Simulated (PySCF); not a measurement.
**C$_{2}$H$_{6}$LiO, charge +1, SMILES `[Li+].CCO`: what the electrons do**

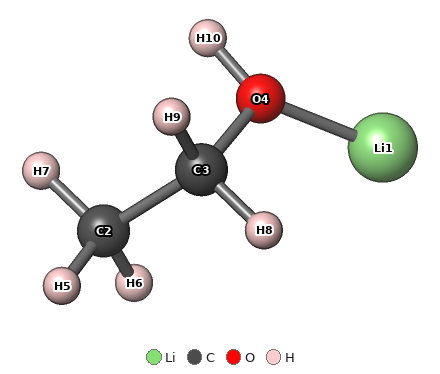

The molecule, with its atoms numbered as below. The pair's geometry is semi-empirical, so its contact may be too short or too long.

Cartesian coordinates (Å):

```
Li1     -2.1483   -0.8676   -0.4604
C2       1.3773   -0.3852    0.0851
C3       0.2393    0.5189   -0.3440
O4      -0.9901    0.1545    0.3316
H5       2.2820   -0.1196   -0.4534
H6       1.1385   -1.4269   -0.1332
H7       1.5751   -0.2784    1.1502
H8       0.0460    0.4164   -1.4158
H9       0.4664    1.5657   -0.1185
H10     -0.8419    0.4079    1.2525
```

Part 1: Bonding charge

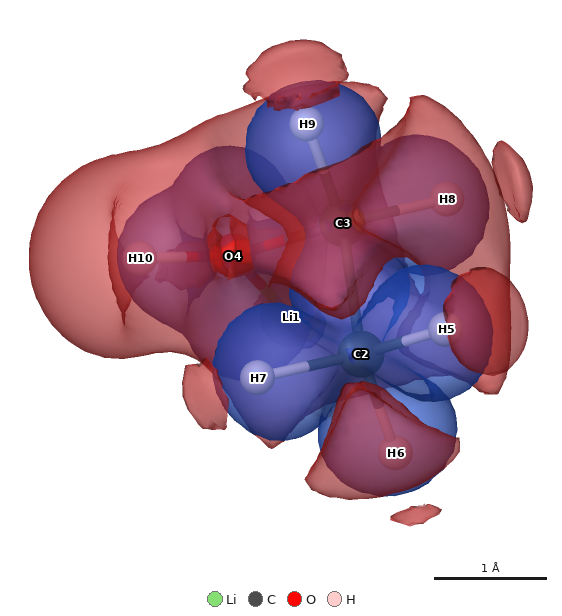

Deformation density (molecule less spherical, spin-averaged free atoms at the same positions), surfaces at ±0.04 e/Å³; blue: gain, red: loss.

Computed with PySCF, TPSS/def2-SVPD, geometry: GFN2-xTB.

> How much density has each bond gained at its critical point, relative to the free atoms?

O4–H10: +0.76 e/Å³ at the bond critical point (bond length 0.97 Å). C3–H9: +0.75 e/Å³ at the bond critical point (bond length 1.09 Å). C3–H8: +0.72 e/Å³ at the bond critical point (bond length 1.09 Å). C2–H5: +0.67 e/Å³ at the bond critical point (bond length 1.09 Å). C2–H7: +0.66 e/Å³ at the bond critical point (bond length 1.09 Å). C2–H6: +0.65 e/Å³ at the bond critical point (bond length 1.09 Å). C2–C3: +0.48 e/Å³ at the bond critical point (bond length 1.51 Å). Li1–O4: +0.06 e/Å³ at the bond critical point (bond length 1.74 Å). C3–O4: −0.06 e/Å³ at the bond critical point (bond length 1.45 Å); up to 0.6 Å beside the axis the gain reaches +0.26 e/Å³. In all, 1.8 electrons gather in the regions of gain relative to the promolecule of neutral atoms (the regions of loss give up this much and the cation's charge besides). A small or negative value marks a very polar bond, one between electron-rich atoms, whose free-atom densities already overlap strongly, a long bond to a heavier atom, or a closed-shell contact such as a hydrogen bond.

> Where do the Hirshfeld charges lie?

The highest Hirshfeld charge is on Li1 (+0.72 e), the lowest on O4 (−0.21 e).

| atom | charge (e) |
| --- | --- |
| Li1 | +0.72 |
| C2 | −0.07 |
| C3 | +0.06 |
| O4 | −0.21 |
| H5 | +0.07 |
| H6 | +0.05 |
| H7 | +0.05 |
| H8 | +0.06 |
| H9 | +0.07 |
| H10 | +0.21 |

Part 2: Bond critical points

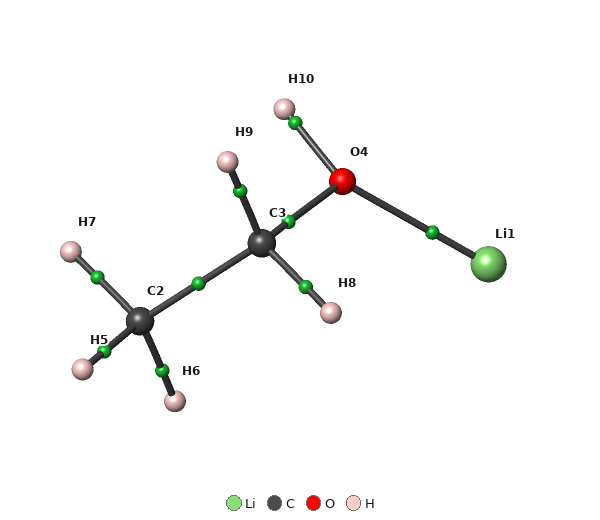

Molecular graph of the electron density (QTAIM): bond paths, bond critical points (green), ring points (magenta, if any); weak paths are dashed.

> How many critical points of each kind are there, and does the count close?

10 nuclei, 9 bond, 0 ring and 0 cage critical points: 10 − 9 + 0 − 0 = 1, as the Poincaré–Hopf relation requires.

> Give the properties at the bond critical points.

```json
{"bond": "O4–H10", "length (Å)": "0.967", "ρ (a.u.)": "0.355", "∇²ρ (a.u.)": "−2.27", "ε": "0.02", "H (a.u.)": "−0.632"}
{"bond": "C3–H9", "length (Å)": "1.095", "ρ (a.u.)": "0.286", "∇²ρ (a.u.)": "−1.10", "ε": "0.04", "H (a.u.)": "−0.310"}
{"bond": "C3–H8", "length (Å)": "1.094", "ρ (a.u.)": "0.284", "∇²ρ (a.u.)": "−1.07", "ε": "0.05", "H (a.u.)": "−0.306"}
{"bond": "C2–H5", "length (Å)": "1.086", "ρ (a.u.)": "0.280", "∇²ρ (a.u.)": "−1.04", "ε": "0.00", "H (a.u.)": "−0.303"}
{"bond": "C2–H7", "length (Å)": "1.089", "ρ (a.u.)": "0.278", "∇²ρ (a.u.)": "−1.01", "ε": "0.01", "H (a.u.)": "−0.298"}
{"bond": "C2–H6", "length (Å)": "1.091", "ρ (a.u.)": "0.276", "∇²ρ (a.u.)": "−0.99", "ε": "0.01", "H (a.u.)": "−0.294"}
{"bond": "C2–C3", "length (Å)": "1.515", "ρ (a.u.)": "0.253", "∇²ρ (a.u.)": "−0.60", "ε": "0.03", "H (a.u.)": "−0.209"}
{"bond": "C3–O4", "length (Å)": "1.449", "ρ (a.u.)": "0.224", "∇²ρ (a.u.)": "−0.24", "ε": "0.03", "H (a.u.)": "−0.295"}
{"bond": "Li1–O4", "length (Å)": "1.736", "ρ (a.u.)": "0.049", "∇²ρ (a.u.)": "+0.40", "ε": "0.10", "H (a.u.)": "+0.019"}
```

> What kind of interaction is C2–H5?

Shared-shell (covalent): ρ = 0.280, ∇²ρ = −1.04, H = −0.303 a.u.

Part 3: Electrostatic potential

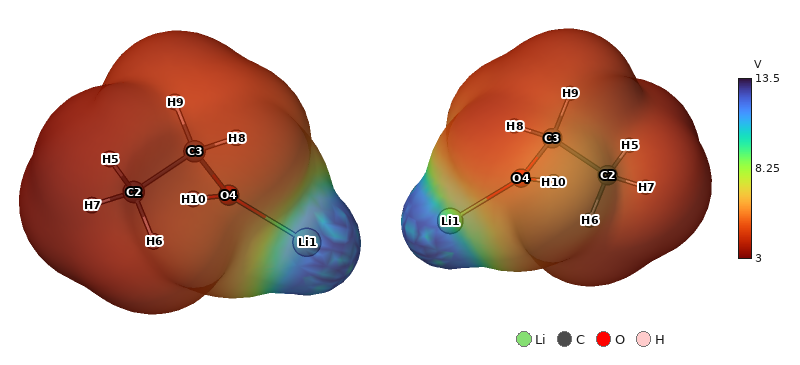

Electrostatic potential on the surface of electron density 0.001 a.u. (back view left, front view right).

> Where are the extremes of the potential on the surface?

Highest: 13.04 V, 1.0 Å from Li1. Further maxima include 6.38 V, 1.1 Å from H10. Lowest: 3.40 V, 1.5 Å from H5. Further minima include 4.05 V, 1.4 Å from H9; 4.10 V, over O4, off the plane of its three bonds (1.8 Å). The surface is sampled at points, so like sites can differ by a few per cent and only the strongest of them is named.

> What volume does the surface enclose?

About 76 Å³.

Part 4: Binding density

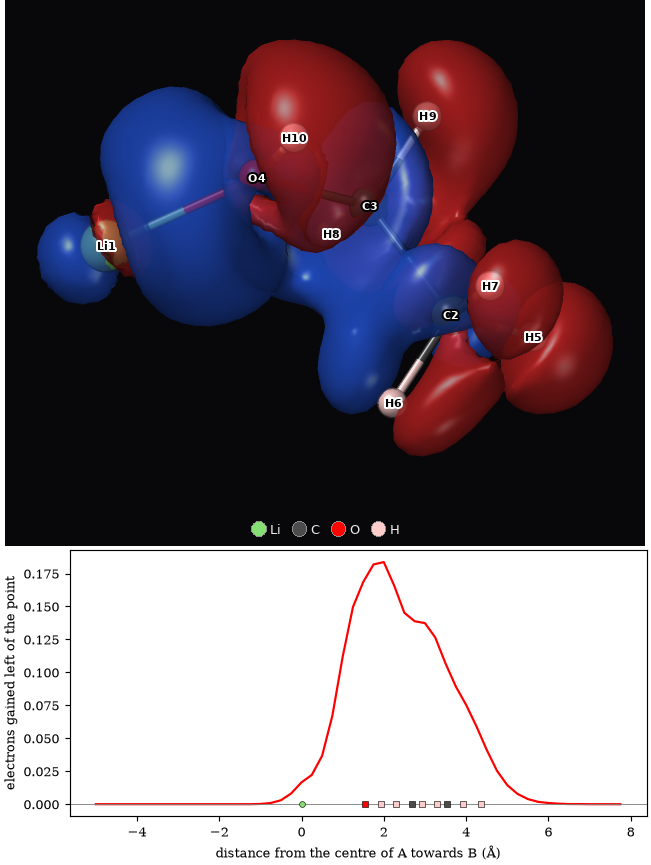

Density of the complex less the densities of the two fragments at the same geometry, ±0.008 e/Å³ (blue: gain, red: loss). Fragment A: Li(+1) (atom 1); fragment B: H6C2O. Below: the charge-displacement curve along the line of centres (A on the left).

Method: TPSS/def2-SVPD; geometry: GFN2-xTB; program: PySCF.

> Which way does charge flow?

Hirshfeld charges show 0.042 e passing from B to A. By Hirshfeld charges, electrons gather most on O4 (−0.111 e) and leave H10 most (+0.044 e); 0.31 e is displaced in all.

> What is the interaction energy, and which contacts carry it?

The counterpoise-corrected interaction energy of the frozen fragments is −38.4 kcal/mol without dispersion correction and −39.8 kcal/mol with D3(BJ). D3 uses neutral-atom coefficients and tends to overbind metal cations. The pair geometry is semi-empirical, not a minimum at this level. Contacts: Li1···O4, 1.74 Å, ρ = 0.049 a.u. The pose is a local one from a semi-empirical search, not shown to be the most stable.

The PySCF runs shown took 76 s and 3.2 min on 1 thread of Intel(R) Xeon(R) Processor @ 2.50GHz (Skylake/Cascade Lake), with other jobs on the host.
